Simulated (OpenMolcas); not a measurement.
**Excited-state calculation of SiH3F (part 2 of 2)**

SiH3F, SMILES F[SiH3]; FCI/STO-3G, RHF (OpenMolcas 26.06). The geometry comes from this level: PBE0-D4/def2-TZVP.

Geometry of the input (Å):
```
F  -1.2746  0.1628  0.8580
Si 0.0433  -0.0193  -0.0307
H  -0.3678  -0.1926  -1.4437
H  0.7686  -1.2179  0.4516
H  0.8805  1.1934  0.1234
```

### Log, continued
```
      Average CI energy                            -385.12279590
      RASSCF energy for state  4                   -384.92382748
      Super-CI energy                                 0.00000000
      RASSCF energy change                            0.00000000
      Max change in MO coefficients               0.000E+00
      Max non-diagonal density matrix element     0.000E+00
      Maximum BLB matrix element                 -1.786E-02
      (orbital pair   5,  17 in symmetry   1)
      Norm of electronic gradient            4.775E-02
--

      Final state energy(ies):
      ------------------------

::    RASSCF root number  1 Total energy:   -385.46588139
::    RASSCF root number  2 Total energy:   -385.05073841
::    RASSCF root number  3 Total energy:   -385.05073633
::    RASSCF root number  4 Total energy:   -384.92382748
      Von Neumann Entropy (Root   1) =  0.43724

      Mulliken population analysis for root number:  1
      -----------------------------------------------

++    Molecular charges:
      ------------------

      Mulliken charges per centre
      ---------------------------

                F1      SI2     H3      H4      H5
      Total    9.2746 13.2635  1.1540  1.1540  1.1540

      N-E     -0.2746  0.7365 -0.1540 -0.1540 -0.1540

      Total electronic charge=   26.000000

      Total            charge=   -0.000000
--

      Expectation values of various properties for root number:  1
      -----------------------------------------------------------

++    Molecular properties:
      ---------------------

      Charge (e):
                      =   -0.0000
      Dipole Moment (debye):
      Origin of the operator (angstrom)=   -0.4343    0.0467    0.2913
                   X=  5.9470E-01               Y= -8.2043E-02               Z= -4.0087E-01           Total=  7.2187E-01
      Quadrupole Moment (debye*angstrom):
      Origin of the operator (angstrom)=   -0.4343    0.0467    0.2913
                  XX= -1.8315E+01              XY=  8.6512E-02              XZ=  4.2196E-01              YY= -1.7702E+01
                  YZ= -5.8370E-02              ZZ= -1.7974E+01
      In traceless form (debye*angstrom)
                  XX= -4.7741E-01              XY=  1.2977E-01              XZ=  6.3294E-01              YY=  4.4320E-01
                  YZ= -8.7555E-02              ZZ=  3.4209E-02
--

      Von Neumann Entropy (Root   2) =  1.36976

      Mulliken population analysis for root number:  2
      -----------------------------------------------

++    Molecular charges:
      ------------------

      Mulliken charges per centre
      ---------------------------

                F1      SI2     H3      H4      H5
      Total    8.8981 13.6321  1.1402  1.1578  1.1717

      N-E      0.1019  0.3679 -0.1402 -0.1578 -0.1717

      Total electronic charge=   26.000000

      Total            charge=   -0.000000
--

      Expectation values of various properties for root number:  2
      -----------------------------------------------------------

++    Molecular properties:
      ---------------------

      Charge (e):
                      =   -0.0000
      Dipole Moment (debye):
      Origin of the operator (angstrom)=   -0.4343    0.0467    0.2913
                   X= -1.5707E+00               Y=  8.1893E-02               Z=  8.2110E-01           Total=  1.7743E+00
      Quadrupole Moment (debye*angstrom):
      Origin of the operator (angstrom)=   -0.4343    0.0467    0.2913
                  XX= -1.7699E+01              XY= -2.3477E-01              XZ= -1.0600E-01              YY= -1.8335E+01
                  YZ=  4.0995E-02              ZZ= -1.7342E+01
      In traceless form (debye*angstrom)
                  XX=  1.3901E-01              XY= -3.5216E-01              XZ= -1.5900E-01              YY= -8.1388E-01
                  YZ=  6.1492E-02              ZZ=  6.7487E-01
--

      Von Neumann Entropy (Root   3) =  1.36975

      Mulliken population analysis for root number:  3
      -----------------------------------------------

++    Molecular charges:
      ------------------

      Mulliken charges per centre
      ---------------------------

                F1      SI2     H3      H4      H5
      Total    8.8981 13.6321  1.1729  1.1554  1.1415

      N-E      0.1019  0.3679 -0.1729 -0.1554 -0.1415

      Total electronic charge=   26.000000

      Total            charge=   -0.000000
--

      Expectation values of various properties for root number:  3
      -----------------------------------------------------------

++    Molecular properties:
      ---------------------

      Charge (e):
                      =   -0.0000
      Dipole Moment (debye):
      Origin of the operator (angstrom)=   -0.4343    0.0467    0.2913
                   X= -1.3275E+00               Y=  3.1859E-01               Z=  1.1334E+00           Total=  1.7744E+00
      Quadrupole Moment (debye*angstrom):
      Origin of the operator (angstrom)=   -0.4343    0.0467    0.2913
                  XX= -1.7532E+01              XY=  1.3888E-01              XZ= -3.6191E-01              YY= -1.7577E+01
                  YZ=  2.3552E-02              ZZ= -1.8267E+01
      In traceless form (debye*angstrom)
                  XX=  3.9059E-01              XY=  2.0833E-01              XZ= -5.4286E-01              YY=  3.2242E-01
                  YZ=  3.5328E-02              ZZ= -7.1301E-01
--

      Von Neumann Entropy (Root   4) =  1.70427

      Mulliken population analysis for root number:  4
      -----------------------------------------------

++    Molecular charges:
      ------------------

      Mulliken charges per centre
      ---------------------------

                F1      SI2     H3      H4      H5
      Total    8.9108 13.5632  1.2355  1.1207  1.1698

      N-E      0.0892  0.4368 -0.2355 -0.1207 -0.1698

      Total electronic charge=   26.000000

      Total            charge=   -0.000000
--

      Expectation values of various properties for root number:  4
      -----------------------------------------------------------

++    Molecular properties:
      ---------------------

      Charge (e):
                      =   -0.0000
      Dipole Moment (debye):
      Origin of the operator (angstrom)=   -0.4343    0.0467    0.2913
                   X= -2.3632E+00               Y= -1.2059E-03               Z=  2.9338E+00           Total=  3.7672E+00
      Quadrupole Moment (debye*angstrom):
      Origin of the operator (angstrom)=   -0.4343    0.0467    0.2913
                  XX= -1.8291E+01              XY= -6.4060E-01              XZ=  2.0711E-01              YY= -1.7933E+01
                  YZ= -4.0759E-01              ZZ= -2.0513E+01
      In traceless form (debye*angstrom)
                  XX=  9.3149E-01              XY= -9.6091E-01              XZ=  3.1066E-01              YY=  1.4696E+00
                  YZ= -6.1138E-01              ZZ= -2.4011E+00
--

      Average orbitals are written to the RASORB file
      Natural orbitals for root   1 are written to the RASORB.1 file
      Natural orbitals for root   2 are written to the RASORB.2 file
      Natural orbitals for root   3 are written to the RASORB.3 file
      Natural orbitals for root   4 are written to the RASORB.4 file
      Spin density orbitals for root   1 are written to the SPDORB.1 file
      Spin density orbitals for root   2 are written to the SPDORB.2 file
      Spin density orbitals for root   3 are written to the SPDORB.3 file
      Spin density orbitals for root   4 are written to the SPDORB.4 file

--- Stop Module: rasscf /rc=_RC_ALL_IS_WELL_ ---
           step3.RasOrb.4 step3.rasscf.h5 step3.SpdOrb.1 step3.SpdOrb.2 step3.SpdOrb.3 step3.SpdOrb.4 xmldump
--- Module rasscf spent 17 seconds ---

--- Start Module: rassi ---

                                               &RASSI

                       available to each process: 1.9 GB of memory, 1 thread

      ********************************************************************************
      *                             General data section                             *
      ********************************************************************************

   Specific data for JOBIPH file JOBIPH
   -------------------------------------

   Header from SEWARD:

   CASSCF title (first line only):
       (No title given)

  STATE IRREP:                1
  SPIN MULTIPLICITY:          1
  ACTIVE ELECTRONS:          14
  MAX RAS1 HOLES:             0
  MAX RAS3 ELECTRONS:         0
  NR OF CONFIG:           32670

   The following data are common to all the states:
   ------------------------------------------------
   (note: frozen counts as inactive, deleted as secondary)

      Nr of irreps: 1

                 Total     No./Irrep
      Irrep                  1
                             a

      INACTIVE       6       6
      ACTIVE        11      11
      SECONDARY      0       0
      BASIS         17      17

      RAS1           0       0
      RAS2          11      11
      RAS3           0       0

        MATRIX ELEMENTS WILL BE COMPUTED FOR THE FOLLOWING ONE-ELECTRON OPERATORS, UNLESS ZERO BY SYMMETRY.
   (Herm=Hermitian, Anti=Antihermitian, Sing=Singlet operator, Trip=Triplet operator)
     MLTPL  0   1 (HERMSING)     MLTPL  1   1 (HERMSING)     MLTPL  1   2 (HERMSING)
     MLTPL  1   3 (HERMSING)     MLTPL  2   1 (HERMSING)     MLTPL  2   2 (HERMSING)
     MLTPL  2   3 (HERMSING)     MLTPL  2   4 (HERMSING)     MLTPL  2   5 (HERMSING)
     MLTPL  2   6 (HERMSING)     VELOCITY   1 (ANTISING)     VELOCITY   2 (ANTISING)
     VELOCITY   3 (ANTISING)     ANGMOM     1 (ANTISING)     ANGMOM     2 (ANTISING)
     ANGMOM     3 (ANTISING)     MLTPV  2   1 (ANTISING)     MLTPV  2   2 (ANTISING)
     MLTPV  2   3 (ANTISING)     MLTPV  2   4 (ANTISING)     MLTPV  2   5 (ANTISING)
     MLTPV  2   6 (ANTISING)

       EIGENSTATES OF A SPIN-FREE HAMILTONIAN WILL BE COMPUTED BASED ON:

  A Hamiltonian matrix computed by RASSI.

  Nr of states:                    4

   State:        1   2   3   4
  JobIph:        1   1   1   1
 Root nr:        1   2   3   4

  HAMILTONIAN MATRIX FOR THE ORIGINAL STATES:

  Diagonal, with energies
   -385.46588139   -385.05073841   -385.05073633   -384.92382748

      OVERLAP MATRIX FOR THE ORIGINAL STATES:

  Diagonal, with elements
      1.00000000      1.00000000      1.00000000      1.00000000

::    RASSI State    1     Total energy:    -385.46588138813678
::    RASSI State    2     Total energy:    -385.05073840699851
::    RASSI State    3     Total energy:    -385.05073632962018
::    RASSI State    4     Total energy:    -384.92382748098072

      ****************************************************************************************************
      *                                         Spin-free section                                        *
      *                 Note: index according to input order, order according to energy.                 *
      ****************************************************************************************************

  SPIN-FREE ENERGIES:
  (Shifted by EMIN (a.u.) =       -385.4658813881)

 SF State       Relative EMIN(au)   Rel lowest level(eV)    D:o, cm**(-1)

     1             0.0000000000        0.0000000000              0.0000
     2             0.4151429811       11.2966160071          91113.3527
     3             0.4151450585       11.2966725354          91113.8087
     4             0.5420539072       14.7500382338         118967.0815

++ Dipole transition strengths (spin-free states):
   -----------------------------------------------
     for osc. strength at least  1.00000000E-05

      From   To        Osc. strength     Einstein coefficients Ax, Ay, Az (sec-1)    Total A (sec-1)
     -----------------------------------------------------------------------------------------------
         1    2       2.72208584E-03  4.39600002E+06  2.98622841E+05  1.03786687E+07  1.50732915E+07
         1    3       2.72319879E-03  4.50172861E+05  1.45846449E+07  4.47875888E+04  1.50796053E+07
         1    4       4.45577587E-02  2.62732734E+06  3.77269278E+08  4.07517341E+07  4.20648339E+08
         2    4       1.93511137E-04  2.12589893E+03  9.33404973E+04  4.67528388E+03  1.00141680E+05
         3    4       2.08740030E-04  1.19214353E+04  1.43708258E+03  9.46605519E+04  1.08019070E+05
     -----------------------------------------------------------------------------------------------
--

++ Velocity transition strengths (spin-free states):
   -------------------------------------------------
     for osc. strength at least  1.00000000E-05

      From   To        Osc. strength     Einstein coefficients Ax, Ay, Az (sec-1)    Total A (sec-1)
     -----------------------------------------------------------------------------------------------
         1    2       5.49963047E-02  8.88234793E+07  6.03775225E+06  2.09675577E+08  3.04536808E+08
         1    3       5.49977496E-02  9.07768519E+06  2.94564640E+08  9.05531334E+05  3.04547857E+08
         1    4       1.27222966E-02  7.63579334E+05  1.07741975E+08  1.15995208E+07  1.20105075E+08
         2    4       1.04679157E-02  3.50680517E+06  1.30394103E+05  1.77992910E+06  5.41712837E+06
         3    4       4.25929476E-02  1.20894317E+07  3.45477257E+05  9.60614643E+06  2.20410554E+07
     -----------------------------------------------------------------------------------------------
--

++ Length and velocity gauge comparison (spin-free states):
   --------------------------------------------------------

 --------------------------------------------------
 A comparison between the dipole oscillator strengths in
 length and velocity gauge will be performed

     All dipole oscillator differences above the tolerance of   1.00000000E-01  will be printed

 Due to basis set deficiency these oscillator may be problematic

 The tolerance is defined as ABS(1-O_l/O_v)
 O_l : dipole oscillator strength in length gauge
 O_p : dipole oscillator strength in velocity gauge
 --------------------------------------------------

  Problematic transitions have been found

      From   To       Difference (%) Osc. st. (len.) Osc. st. (vel.)
     ---------------------------------------------------------------
         1    2            95.050420  2.72208584E-03  5.49963047E-02
         1    3            95.048527  2.72319879E-03  5.49977496E-02
         1    4           250.233610  4.45577587E-02  1.27222966E-02
         2    4            98.151388  1.93511137E-04  1.04679157E-02
         3    4            99.509919  2.08740030E-04  4.25929476E-02
     ---------------------------------------------------------------

 Number of problematic transitions =                     5

--

 Electric-dipole - electric-octupole not included
 Electric-dipole - magnetic-quadrupole not included

      ****************************************************************************************************
      *                                    Special properties section                                    *
      ****************************************************************************************************

--- Stop Module: rassi /rc=_RC_ALL_IS_WELL_ ---
--- Module rassi spent 45 seconds ---

.##################.
.# Happy landing! #.
.##################.

    Timing: Wall=63.60 User=57.67 System=5.82
```

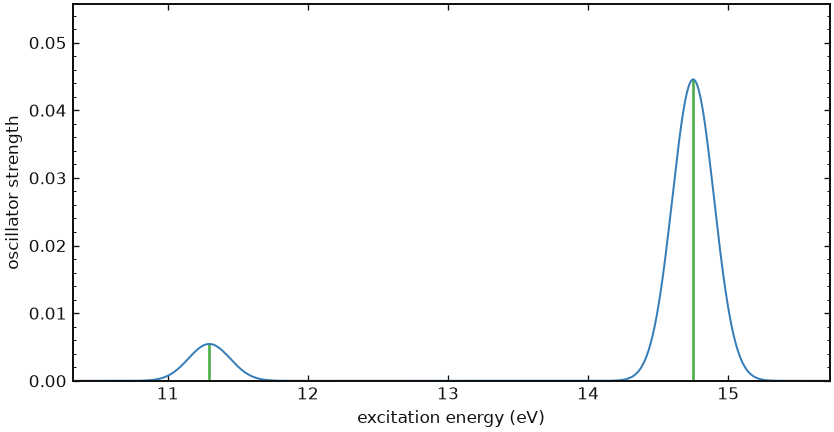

Figure 1. Computed excitations as sticks (degenerate states added up, dark ones marked on the axis), with a Gaussian envelope of 0.35 eV full width at half maximum, scaled to the tallest. Of the 3 states the lowest lies at 11.30 eV (f = 0.003); the strongest line is at 14.75 eV, or 84 nm (f = 0.045).

### Summary

| quantity | value |
| --- | --- |
| outcome | converged |
| total energy | −385.465881 hartree |
| basis functions | 17 |
| lowest singlet excitation | 11.30 eV |
| wall time | 64 s |
| peak memory | 0.37 GiB |
